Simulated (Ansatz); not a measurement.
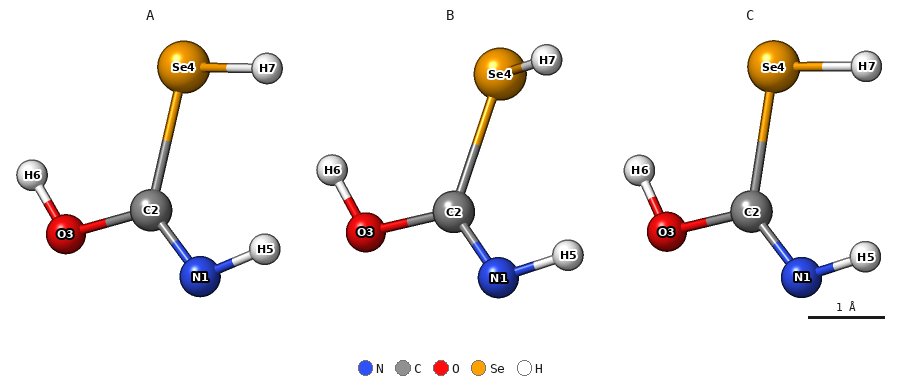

3 geometries from one relaxation of CH₃NOSe, in shuffled order. Style: ball-and-stick. Shown at a tilt.

The run prepares an end point of a later path (torsion) calculation, from a guessed geometry.

Method: RKS PBE0-D4/def2-SVP (Ansatz). Set-up: no spin polarisation; force threshold 0.015 eV/Å; at most 40 steps.

**Order the frames from highest to lowest energy.**

C, A, B. They are steps 0, 6, 15, at +0.099 eV, +0.023 eV relative to the last. The energy falls by 0.099 eV in 13 accepted moves (15 points after the start). Largest force component: 0.76 eV/Å at the start, 0.011 eV/Å at the end. The line search rejected the trial steps at points 4, 9 of the run. Se4 moves most after the best rigid fit: 0.46 Å. By element the largest moves are Se 0.46 Å, H 0.38 Å, C 0.06 Å, N 0.06 Å, O 0.02 Å. Near-neighbour distances that change, for instance: C2–Se4 1.946 → 1.966 Å, Se4–H7 1.451 → 1.469 Å, C2–O3 1.324 → 1.338 Å, N1–C2 1.245 → 1.253 Å. Among the angles between lasting bonds that change: C2–N1–H5 118.7° → 112.9°, O3–C2–Se4 106.3° → 111.4°, N1–C2–Se4 130.8° → 127.7°. Groups turn about C2–Se4 by about 35°.
